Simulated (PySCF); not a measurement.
SMILES [B](Br)Br, doublet at its B3LYP/def2-SVP optimised geometry (Å):

```
3

Br     1.5106    -0.7604     0.0000
B     -0.3827    -0.7604     0.0000
Br    -1.5106     0.7604     0.0000
```

Calculation: PySCF with unrestricted B3LYP/def2-TZVP.

Map of the electrostatic potential (hartree/e) on the plane z = 1.5 Å:

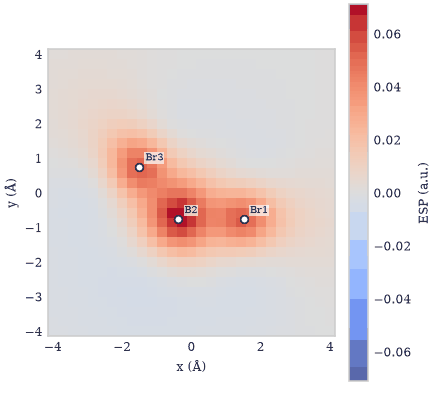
Figure: Electrostatic potential (hartree/e) on the plane z = 1.5 Å.
